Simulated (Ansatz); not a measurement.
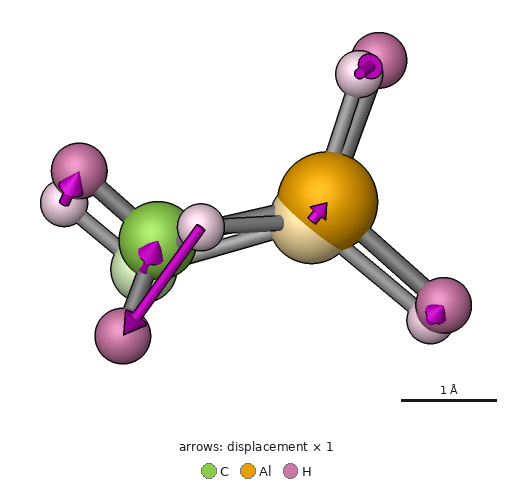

A relaxation of CH$_{4}$Al (charge −1). The starting structure is drawn faded, the final one solid; purple arrows show the displacements, at their true length. The two geometries are superimposed by the best rigid fit.

A ball-and-stick model, seen face on.

It is one of the separated reactants of a reaction.

All numbers below come from Ansatz, RKS PBE-D4/def2-SVPD.

The input:
```yaml
crystal:
  periodic: [false, false, false]
  atoms:
    - {symbol: C, position_ang: [-0.110336, -1.011914, 0.028661]}
    - {symbol: Al, position_ang: [0.088497, 0.813085, -0.023363]}
    - {symbol: H, position_ang: [0.980227, -0.403580, 0.163572]}
    - {symbol: H, position_ang: [-0.029009, -1.611492, 0.938696]}
    - {symbol: H, position_ang: [-0.033157, 1.707186, -1.381870]}
    - {symbol: H, position_ang: [0.408290, 1.734185, 1.283916]}
basis:
  gaussian: {orbitals: def2-SVPD}
total_charge: -1
hamiltonian: {xc: pbe, dispersion: d4}
relax: {f_tol: 0.03, max_steps: 250}
```

Run as
```bash
ansatz run in.yaml --threads 2 --pin off --events-out ev --progress --plain --max-ram 4352MiB
```

**Atoms of which element are displaced furthest, and by how much?**

Hydrogen: up to 1.45 Å, against 0.50 Å for carbon.

**What happened in the run?**

After 11 geometry steps the energy has fallen by 185.4 kJ/mol. Largest force component: 2.9 eV/Å at the start, 0.0039 eV/Å at the end. The atom that moves furthest after the best rigid fit is H3 (1.45 Å). By element the largest moves are H 1.45 Å, C 0.50 Å, Al 0.27 Å. Some distances before and after: Al2–H3 1.520 → 2.642 Å, C1–H3 1.256 → 1.109 Å, C1–Al2 1.837 → 1.855 Å, C1–H4 1.093 → 1.109 Å. Bonds break: Al2–H3 (1.52 → 2.64 Å). Among the angles between lasting bonds that change: Al2–C1–H3 55.1° → 124.2°, H3–C1–H4 96.4° → 111.7°.
